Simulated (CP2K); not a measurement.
**Convergence study of the cutoff of the density grid for BaGa2H2 (P3m1, 5 atoms in the cell)**

```yaml
crystal:
  lattice:
    - [4.51261, 0.00000, 0.00000]
    - [-2.25631, 3.90804, 0.00000]
    - [0.00000, 0.00000, 4.96539]
  atoms:
    - { symbol: Ba, position: [0.00000, 0.00000, 0.01007] }
    - { symbol: Ga, position: [0.33333, 0.66667, 0.46883] }
    - { symbol: Ga, position: [0.66667, 0.33333, 0.53117] }
    - { symbol: H, position: [0.33333, 0.66667, 0.13291] }
    - { symbol: H, position: [0.66667, 0.33333, 0.86709] }
```

Level of theory: LDA (Pade form), GPW, DZVP-MOLOPT-SR-GTH basis, GTH-PADE potentials (GTH_POTENTIALS) in CP2K.

Base settings: CUTOFF = 600 Ry; REL_CUTOFF = 50 Ry; SMEAR/METHOD = FERMI_DIRAC; ELECTRONIC_TEMPERATURE = 1160.45 K; KPOINTS/SCHEME = MONKHORST-PACK 3 3 3; XC_FUNCTIONAL = PADE; Ba/BASIS_SET = DZVP-MOLOPT-SR-GTH-q10; Ba/POTENTIAL = GTH-PADE-q10; Ga/BASIS_SET = DZVP-MOLOPT-SR-GTH-q13; Ga/POTENTIAL = GTH-PADE-q13.

The second cell is the first with its lattice scaled by 0.98.

The mesh stays at the base's, so the ladder's end is converged at best in this setting alone.

Only quantities that move along the ladder and can be compared are tabulated.

The starting cell comes from a database of computed structures (which also holds hypothetical and non-ambient phases and stackings), without a prior relaxation at this level. Its lattice was rescaled by up to half a per cent. One atom was moved a little off its site on purpose. Values carry the incompleteness of an atom-centred basis. Without a gap this mesh is coarse (it stands for a supercell whose shortest vector is 14 Å).

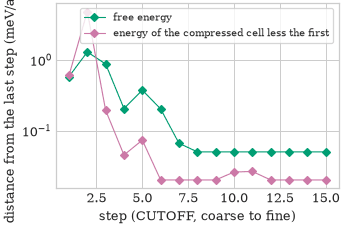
Distance from the last step along the ladder; very small values are drawn at a floor.

```csv
CUTOFF,free energy less the last step's (meV/atom),energy of the compressed cell less the first (meV/atom),pressure (GPa),largest difference of a force vector from the last step's (eV/Å)
210 Ry,-0.58,-9.03,-2.77,0.169
240 Ry,-1.30,-4.78,-2.89,0.011
270 Ry,0.88,-9.83,-2.91,0.158
300 Ry,0.21,-9.68,-2.89,0.153
360 Ry,0.37,-9.71,-2.89,0.041
420 Ry,0.20,-9.64,-2.89,0.001
480 Ry,0.07,-9.65,-2.88,0.010
540 Ry,-0.02,-9.64,-2.88,0.008
600 Ry,0.03,-9.65,-2.88,0.006
660 Ry,0.00,-9.61,-2.88,0.000
720 Ry,0.02,-9.66,-2.88,0.001
810 Ry,0.00,-9.63,-2.88,0.001
900 Ry,0.01,-9.65,-2.88,0.001
1050 Ry,0.00,-9.64,-2.88,0.001
1200 Ry,0.00,-9.64,-2.88,0.000
1440 Ry,0.00,-9.64,-2.88,0.000
```

Coarsest CUTOFF that holds the energy of the compressed cell less the first within 0.5 meV/atom of the last step, with all finer ones: 270 Ry; the step before is off by 4.9 meV/atom.

Coarsest CUTOFF that holds the pressure within 0.05 GPa of the last step, with all finer ones: 240 Ry; the step before is off by 0.11 GPa.

Coarsest CUTOFF that holds the forces within 0.005 eV/Å of the last step, with all finer ones: 660 Ry; the step before is off by 0.006 eV/Å.

Left out of this page: 1 run of the series outside the window shown, repeating another row's setting, or not comparable.
